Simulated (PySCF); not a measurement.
**One shape, several levels: ZnBH2O3F (SMILES OB(O)[O][Zn][F])**

Wanted: a comparison of 5 runs (BLYP/6-31G*, PBE/6-31G*, SVWN5/6-31G*, revPBE/6-31G*, CCSD(T)/6-31G*) of ZnBH2O3F. Input form: a Python script.

Program for the calculation: PySCF 2.14.0.

**1. The system as given**

The species is ZnBH2O3F (8 atoms), meant as a singlet with charge 0. SMILES: `OB(O)[O][Zn][F]`. The shape is that of a PBE0-D4/def2-TZVP optimisation.

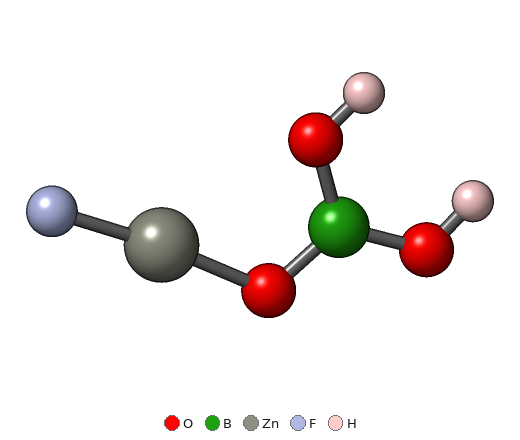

Viewed from a chosen angle; oxygen red, boron green, zinc grey, fluorine light blue, hydrogen pink.

**2. The energy at BLYP/6-31G(d) (spherical functions) (run 1)**

Contents of run.py:

```python
from pyscf import gto, dft

molecule = gto.M(
    atom='''
O       -0.253600      -2.013700       0.067800
B       -0.175800      -0.649000       0.044000
O        0.997800       0.059900      -0.228600
O       -1.266600       0.099100       0.291500
Zn      -0.916000       1.845600       0.201300
F       -0.742700       3.576200       0.151300
H        0.561800      -2.478800      -0.118500
H        1.795100      -0.439300      -0.408700
''',
    verbose=3,
    max_memory=1860,
    basis='6-31g*',
    spin=0,
)

mf = dft.RKS(molecule)
mf.xc = 'blyp'
mf.conv_tol = 1e-10
mf.grids.level = 5
mf.kernel()
if not mf.converged:
    mf = mf.newton().run(mf.mo_coeff, mf.mo_occ)

e_tot = mf.e_tot
print('E = %.10f Eh' % e_tot)
```

Run with:

```bash
$ OMP_NUM_THREADS=1 python run.py
```

Output:

```text
converged SCF energy = -2130.84460406074
E = -2130.8446040607 Eh
```

Run time: 68 s. Hardware: 1 thread of Intel Xeon at 2.50GHz (Skylake/Cascade Lake), shared host; peak memory 0.59 GiB.

**3. The energy at PBE/6-31G(d) (spherical functions) (run 2)**

Contents of job.py:

```python
from pyscf import gto, dft

mol = gto.M(
    atom='''
O     -0.479235    -3.805341     0.128123
B     -0.332214    -1.226432     0.083148
O      1.885569     0.113195    -0.431991
O     -2.393527     0.187272     0.550855
Zn    -1.730989     3.487679     0.380402
F     -1.403500     6.758039     0.285916
H      1.061648    -4.684253    -0.223933
H      3.392247    -0.830157    -0.772331
''',
    max_memory=1860,
    unit='bohr',
    basis='6-31g*',
    spin=0,
    verbose=3,
)

mf = dft.RKS(mol, xc='pbe')
mf.conv_tol = 1e-10
mf.grids.level = 5
mf.kernel()
if not mf.converged:
    mf = mf.newton().run(mf.mo_coeff, mf.mo_occ)

etot = mf.e_tot
print('E = %.10f Eh' % etot)
```

Run with:

```bash
$ OMP_NUM_THREADS=1 python job.py
```

Output:

```text
converged SCF energy = -2130.18276180681
E = -2130.1827618068 Eh
```

Run time: 65 s. Hardware: 1 thread of Intel Xeon at 2.50GHz (Skylake/Cascade Lake), shared host; peak memory 0.59 GiB.

Runs 3 to 4 aren't shown in full; the table further down has their settings and results.

**4. The energy at CCSD(T)/6-31G(d) (spherical functions) (run 5)**

Contents of geometry.xyz:

```xyz
8
BFH2O3Zn
O     -0.253600    -2.013700     0.067800
B     -0.175800    -0.649000     0.044000
O      0.997800     0.059900    -0.228600
O     -1.266600     0.099100     0.291500
Zn    -0.916000     1.845600     0.201300
F     -0.742700     3.576200     0.151300
H      0.561800    -2.478800    -0.118500
H      1.795100    -0.439300    -0.408700
```

Contents of input.py:

```python
# OB(O)[O][Zn][F]
from pyscf import gto, cc

system = gto.M(
    atom='geometry.xyz',
    verbose=4,
    basis='6-31g*',
    max_memory=1860,
)

mf = system.RHF()
mf.conv_tol = 1e-10
mf.kernel()
if not mf.converged:
    mf = mf.newton().run(mf.mo_coeff, mf.mo_occ)

mycc = cc.CCSD(mf, frozen=10)
mycc.kernel()
e_t = mycc.ccsd_t()
etot = mycc.e_tot + e_t
print('E(%s) = %.9f' % ('CCSD(T)', etot))
```

Run with:

```bash
$ OMP_NUM_THREADS=1 python input.py
```

Output:

```text
PySCF version 2.14.0

[... 66 lines left out ...]
converged SCF energy = -2127.58269791528
[... 12 lines left out ...]
Init t2, MP2 energy = -2128.66556202262  E_corr(MP2) -1.08286410734544
[... 13 lines left out ...]
CCSD converged
[... 2 lines left out ...]
E(CCSD(T)) = -2128.670460594
```

Run time: 5.4 min. Hardware: 1 thread of Intel Xeon at 2.50GHz (Skylake/Cascade Lake), shared host; peak memory 1 GiB.

**5. The series**

```csv
run,level,integration grid,frozen core orbitals,energy (Eh),dipole moment (D) of the reference,HOMO energy (eV),LUMO energy (eV),wall time
1,BLYP/6-31G* (spherical functions),5,–,-2130.844604,3.66,-6.57,-1.68,68 s
2,PBE/6-31G* (spherical functions),5,–,-2130.182762,3.66,-6.71,-1.67,65 s
3,SVWN5/6-31G* (spherical functions),5,–,-2125.425358,3.84,-6.93,-1.92,42 s
4,revPBE/6-31G* (spherical functions),5,–,-2130.579833,3.61,-6.64,-1.55,67 s
5,CCSD(T)/6-31G* (spherical functions),–,10,-2128.670461,3.95,-12.70,2.02,5.4 min
```

**6. Summary of results**

```
                                           quantity           value
                                run 5: total energy  -2128.67046 Eh
        run 5: dipole moment (Hartree–Fock density)          3.95 D
         run 5: HOMO energy (Hartree–Fock orbitals)       -12.70 eV
         run 5: LUMO energy (Hartree–Fock orbitals)         2.02 eV
       run 5: HOMO–LUMO gap (Hartree–Fock orbitals)        14.72 eV
run 5: correlation energy (10 core orbitals frozen)     -1087.8 mEh
                              run 5: (T) correction      -24.76 mEh
                               run 5: T1 diagnostic           0.016
```

What this shows: Over runs 1, 2, 3, 4 the dipole moment (its size) runs from 3.61 D (revPBE/6-31G*) to 3.84 D (SVWN5/6-31G*). Over runs 1, 2, 3, 4 the HOMO–LUMO gap runs from 4.89 eV (BLYP/6-31G*) to 5.09 eV (revPBE/6-31G*). Totals of different functionals can't be ranked against each other. All runs together took 9.4 min, the longest 5.4 min.
